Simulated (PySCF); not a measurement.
# C5H8ClN (5-chlorovaleronitrile): the cost of one run

Programs: PySCF 2.14.0, with routines of our own; each step states its level. All values are computed. Atoms count from 0.

### 1 The system as given

15 atoms, charge 0, multiplicity 1; geometry from: GFN2-xTB.

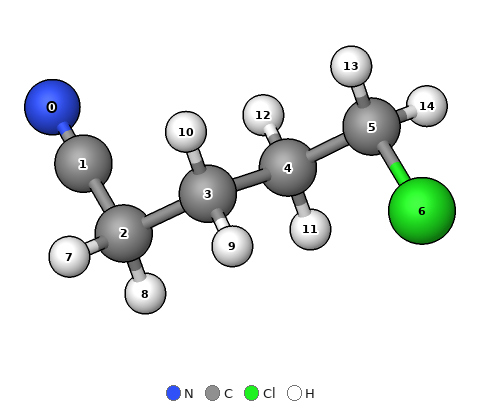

The starting geometry (nitrogen blue, carbon grey, chlorine green, hydrogen white).

### 2 Relaxing the molecule at PBE0-D3(BJ)/def2-SVP

What the job is given:

```
{"job": {"xc": "PBE0", "basis": "def2-SVP", "d3": "d3bj", "grid": 2, "kind": "geom"}, "charge": 0, "multiplicity": 1}
N      2.545335     1.605188     1.344167
C      2.164201     0.620968     0.905144
C      1.665549    -0.604039     0.333710
C      0.403400    -0.349246    -0.498952
C     -0.747728     0.152138     0.371068
C     -2.003270     0.432611    -0.436527
Cl    -2.631829    -1.064330    -1.185185
H      2.452272    -1.033423    -0.292230
H      1.449005    -1.303819     1.145940
H      0.109895    -1.279306    -0.988265
H      0.622412     0.388077    -1.274784
H     -0.974930    -0.587901     1.141892
H     -0.452341     1.080539     0.867756
H     -1.806026     1.130437    -1.250315
H     -2.800361     0.820096     0.197531
```

On the command line:

```bash
OMP_NUM_THREADS=1 python excited_run.py task.json out
```

One launch serves the whole session: the jobs run in the order shown.

Q: Estimate the wall time and peak memory of this first job on 1 thread of Arm Neoverse V2, shared host.

About 36 s, with a peak of 0.71 GiB.
